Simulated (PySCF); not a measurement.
# Cl$_{3}$HHfO, SMILES `O[Hf](Cl)(Cl)Cl`: electronic structure

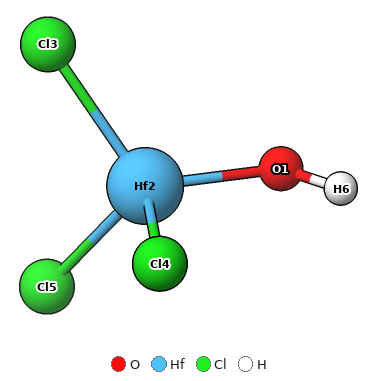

The molecule, with its atoms numbered as below. No frequency check shows the geometry to be a minimum.

Cartesian coordinates (Å):

```
O1      -0.6820   -0.0122    1.9160
Hf2     -0.0200   -0.0013    0.2060
Cl3      1.1918    1.7709   -0.4456
Cl4     -1.9177   -0.0125   -1.0039
Cl5      1.2258   -1.7460   -0.4530
H6      -1.6063   -0.0181    2.1842
```

## 1. Bonding charge

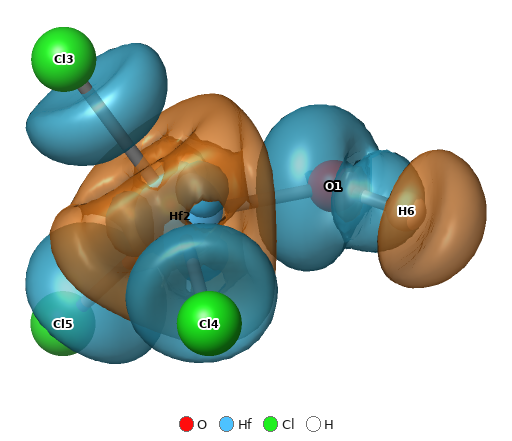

Deformation density (molecule less spherical, spin-averaged free atoms at the same positions), surfaces at ±0.05 e/Å³; light blue: gain, orange: loss.

Computed with PySCF, PBE/def2-TZVP, geometry: GFN2-xTB. Core potentials replace the inner electrons of Hf; spin–orbit coupling isn't included. This is a single-reference result, which may miss multireference character in this system.

How much density has each bond gained at its critical point, relative to the free atoms?

Answer. O1–Hf2: +0.10 e/Å³ at the bond critical point (bond length 1.83 Å, Mayer order 1.2); up to 0.6 Å beside the axis the gain reaches +0.35 e/Å³. Hf2–Cl4: +0.09 e/Å³ at the bond critical point (bond length 2.25 Å, Mayer order 1.2). Hf2–Cl5 and Hf2–Cl3: +0.09 e/Å³ at the bond critical point (bond length 2.24 Å, Mayer order 1.2). In all, 1.4 electrons gather in the regions of gain relative to the promolecule. A small or negative value marks a very polar bond, one between electron-rich atoms, whose free-atom densities already overlap strongly, a long bond to a heavier atom, or a closed-shell contact such as a hydrogen bond.

Where do the Hirshfeld charges lie?

Answer. The highest Hirshfeld charge is on Hf2 (+0.59 e), the lowest on O1 (−0.31 e).

## 2. Local ionisation energy

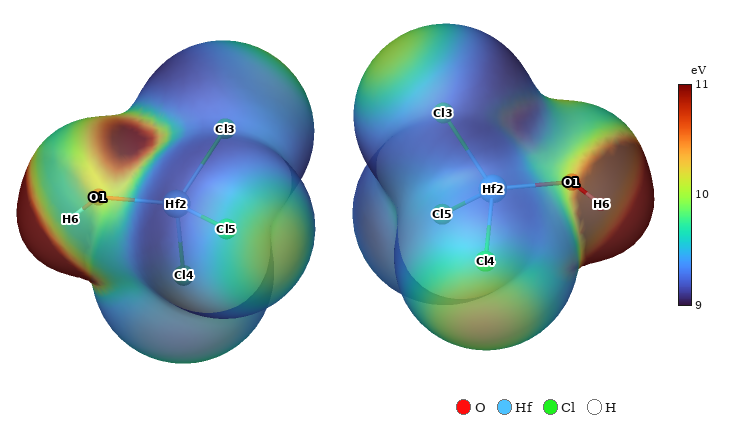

Average local ionisation energy on the surface of electron density 0.001 a.u. (back view left, front view right).

Locate the minima of the map.

Answer. The lowest value is 9.1 eV, 2.1 Å from Cl3, and at like points elsewhere. Further minima include 9.1 eV, 2.1 Å from Cl3, and at like points elsewhere. For comparison, the highest occupied orbital lies at −7.9 eV.

## 3. In an electric field

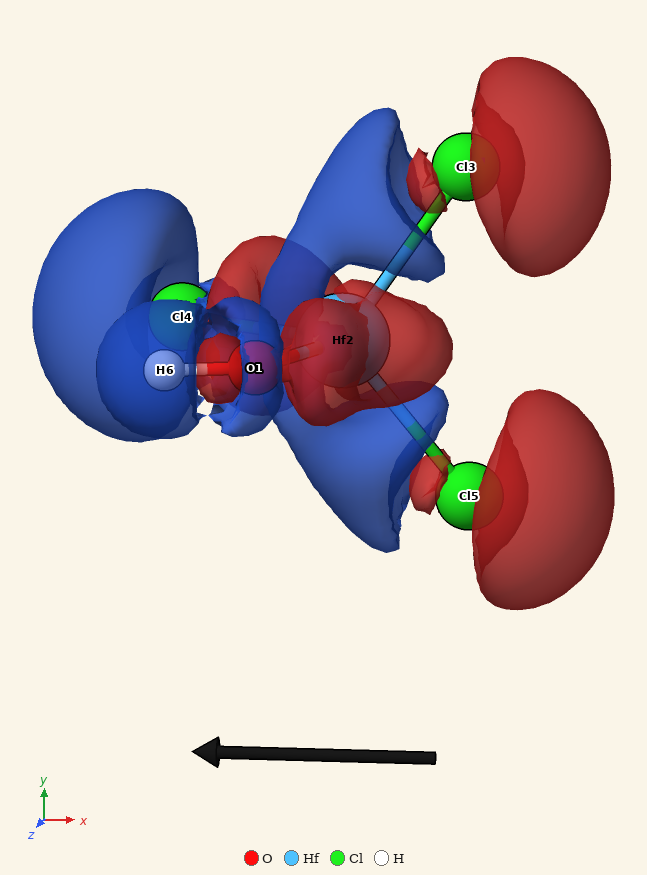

Change of the electron density in a uniform field of 0.21 V/Å along −x (arrow), surfaces at ±0.0015 e/Å³ (red: gain, blue: loss).

PySCF calculation, PBE/def2-TZVP, gas phase; geometry: GFN2-xTB. Core potentials replace the inner electrons of Hf; spin–orbit coupling isn't included. This is a single-reference result, which may miss multireference character in this system. A basis without diffuse functions makes polarisabilities too small.

The field was applied in both directions; the picture shows the one opposite to the script's first.

How large is the response?

Answer. The induced dipole is 0.84 D (along the field); α along this axis, from the fields in both directions, is 82 bohr³ (12.2 Å³).

## 4. Removing or adding an electron

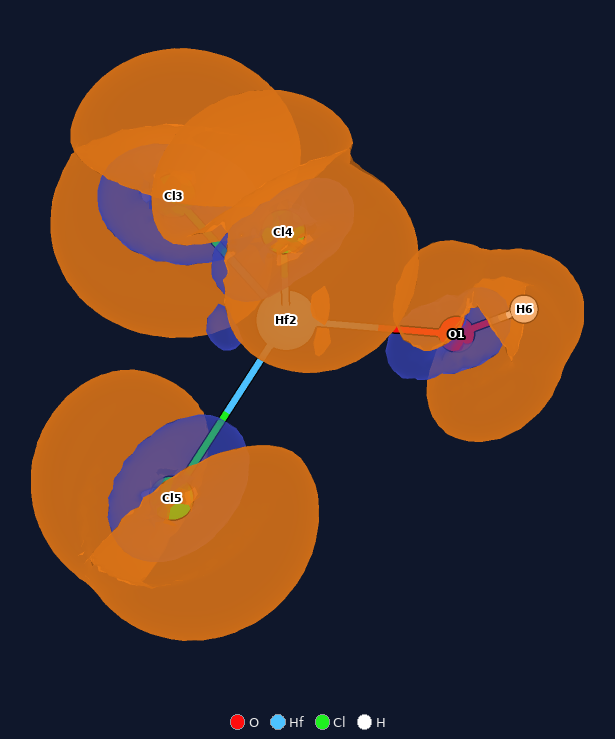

Fukui function f⁻ = ρ(N) − ρ(N−1) at fixed geometry, surfaces at ±0.01 e/Å³ (orange positive, blue negative).

Which atoms respond most to the removal of an electron?

Answer. f⁻ (Hirshfeld-condensed) is largest on Cl3 and Cl5 (0.27 each) and Cl4 (0.23); the vertical ionisation energy is 10.71 eV (the stability of the cation's solution wasn't checked). Condensed values hint at sites of electrophilic attack but needn't mark the atom that reacts. Shares this close don't rank the sites. Orbital relaxation makes it negative in places (0.12 e in all).

| atom | f⁻ | charge |
| --- | --- | --- |
| O1 | +0.08 | −0.31 |
| Hf2 | +0.12 | +0.59 |
| Cl3 | +0.26 | −0.16 |
| Cl4 | +0.23 | −0.15 |
| Cl5 | +0.27 | −0.16 |
| H6 | +0.04 | +0.18 |
